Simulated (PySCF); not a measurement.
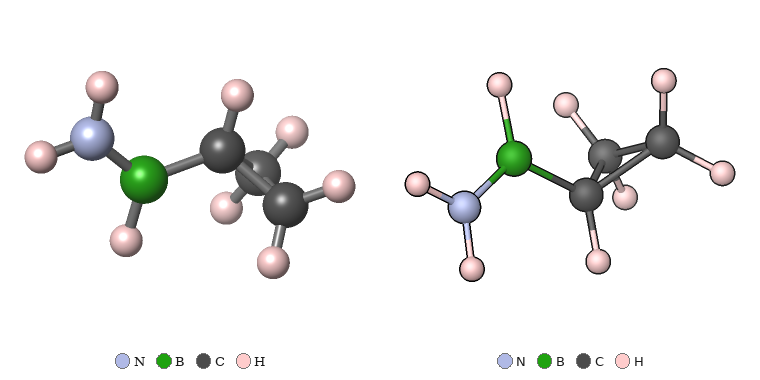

The same structure drawn twice, from different directions.

Identify the structure.

The molecule is C₃H₈BN. Its SMILES string is `NBC1CC1`. Independent rings (smallest set): 1 of 3 members. Among its groups: B–H bond. The point group is Cs. Coordination, clear cases only: 1 N trigonal planar; 1 B trigonal planar.

More results for the same structure follow; atom numbers are the same in all pictures, views and colours differ. The geometry was computed by an optimisation with PBE0-D3(BJ)/def2-SVP. No frequency run is at hand to confirm it as a minimum.

Shape

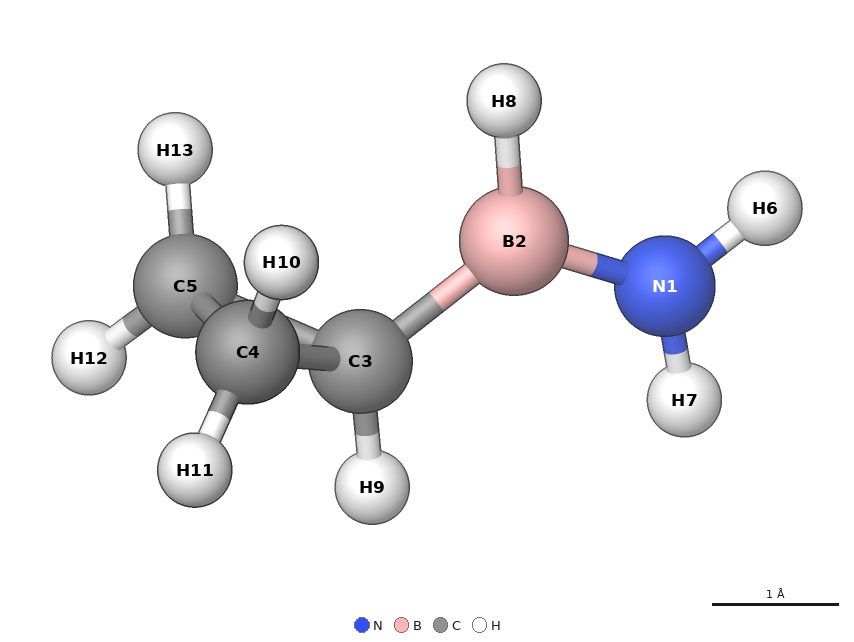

Numbered structure. No frequency run is at hand to confirm it as a minimum.

List the bonds and their lengths.

```tsv
bond	length (Å)	order
N1–B2	1.395	single
N1–H6	1.011	single
N1–H7	1.012	single
B2–C3	1.555	single
B2–H8	1.216	single
C3–C4	1.518	single
C3–C5	1.518	single
C3–H9	1.097	single
C4–C5	1.485	single
C4–H10	1.094	single
C4–H11	1.093	single
C5–H12	1.093	single
C5–H13	1.094	single
```

Charges

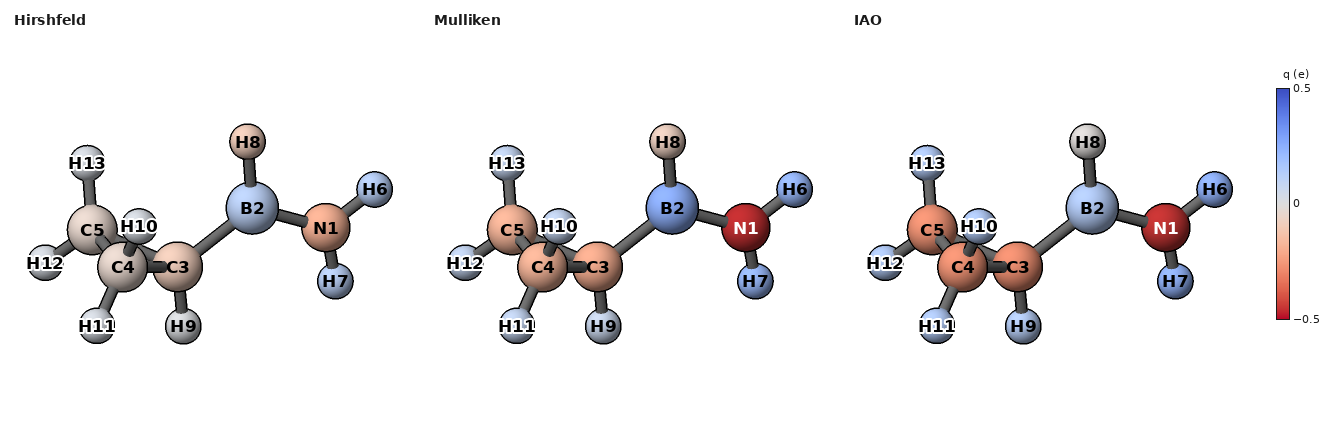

Atomic charges of one calculation by 3 schemes, on one colour scale. No frequency run is at hand to confirm it as a minimum. Method: PBE0/STO-3G (PySCF 2.14.0).

> Which scheme gives the most polar picture (largest mean size of the charges)?

The IAO charges are the largest in size here, and the Hirshfeld charges the smallest.

> On which atom do the schemes disagree most?

On N1 (from −0.46 to −0.18 e).

List the charges (e), one line for each set of equivalent atoms.

| atom | Hirshfeld | Mulliken | IAO |
| --- | --- | --- | --- |
| N1 | −0.18 | −0.46 | −0.45 |
| B2 | 0.11 | 0.24 | 0.13 |
| C3 | −0.09 | −0.19 | −0.27 |
| C4, C5 | −0.04 | −0.17 | −0.26 |
| H6 | 0.12 | 0.21 | 0.23 |
| H7 | 0.12 | 0.21 | 0.22 |
| H8 | −0.09 | −0.07 | −0.01 |
| H9 | 0.01 | 0.07 | 0.12 |
| H10, H13 | 0.02 | 0.09 | 0.13 |
| H11, H12 | 0.02 | 0.08 | 0.14 |

Levels of theory compared

No frequency run is at hand to confirm it as a minimum. Program: PySCF 2.14.0.

Tabulate HOMO–LUMO gap (eV), dipole (D), HOMO energy (eV) at these levels: BHandHLYP/pcSseg-2; BLYP/pcSseg-2; BP86/pcSseg-2; KT2/pcSseg-2; KT3/pcSseg-2; PBE0/6-31G; PBE0/pcSseg-2; WP04/pcSseg-2.

| level | HOMO–LUMO gap (eV) | dipole (D) | HOMO energy (eV) |
| --- | --- | --- | --- |
| BHandHLYP/pcSseg-2 | 10.12 | 1.43 | −8.92 |
| BLYP/pcSseg-2 | 6.11 | 1.55 | −6.33 |
| BP86/pcSseg-2 | 6.20 | 1.55 | −6.57 |
| KT2/pcSseg-2 | 6.14 | 1.50 | −6.51 |
| KT3/pcSseg-2 | 6.19 | 1.49 | −6.52 |
| PBE0/6-31G | 8.76 | 1.69 | −7.46 |
| PBE0/pcSseg-2 | 8.33 | 1.50 | −7.75 |
| WP04/pcSseg-2 | 7.61 | 1.41 | −8.77 |

NMR shielding

The questions are on isotropic NMR shieldings of the H atoms. No frequency run is at hand to confirm it as a minimum. Method: GIAO KT2/pcSseg-2 NMR shielding, non-relativistic, gas phase (PySCF 2.14.0).

> Which H atom is the most shielded (lowest chemical shift)?

H9 (31.45 ppm).

> Which H atom is the least shielded (highest chemical shift)?

H8 (27.14 ppm).

> How wide is the range of H shifts?

4.31 ppm.

List the isotropic NMR shieldings of the H atoms.

```
atom  σ (ppm)
  H6    27.33
  H7    27.31
  H8    27.14
  H9    31.45
 H10    30.72
 H11    30.53
 H12    30.53
 H13    30.72
```

Mulliken values depend strongly on the basis set and can even reverse the polarity of a bond.
